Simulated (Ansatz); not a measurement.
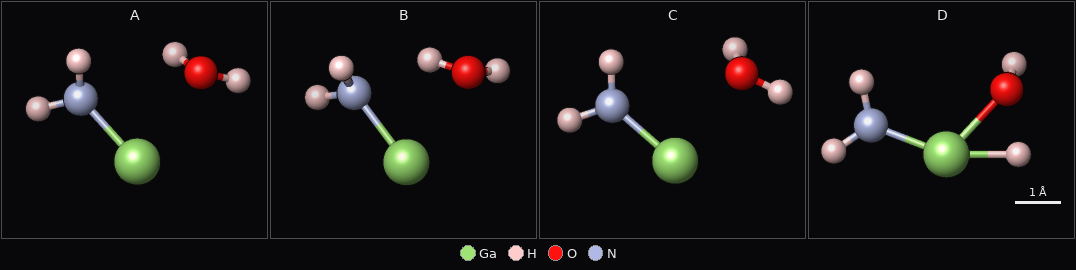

4 geometries from a converged minimum-energy path of GaNH$_{4}$O, shuffled. The picture is a ball-and-stick view, seen at a tilt.

Computed with RKS B3LYP/def2-SVP (Ansatz). Settings: 5 movable images; climbing image; force threshold 0.03 eV/Å; iteration limit 60; starting path through a guess of the saddle point.

Q: Which frame is the top of the path?

A: D. In order along the path, whose images run from 0 to 6: D (image 2, +2.39 eV), C (image 4, +0.60 eV), A (image 5, +0.56 eV), B (image 6, +0.52 eV). Breaking: Ga–H (1.56 → 2.97 Å), Ga–O (1.80 → 2.45 Å). Forming: H–O (2.96 → 0.97 Å).

Cost: 110 s on 2 threads of Arm Neoverse V2, on a shared host, peak memory 0.15 GiB.
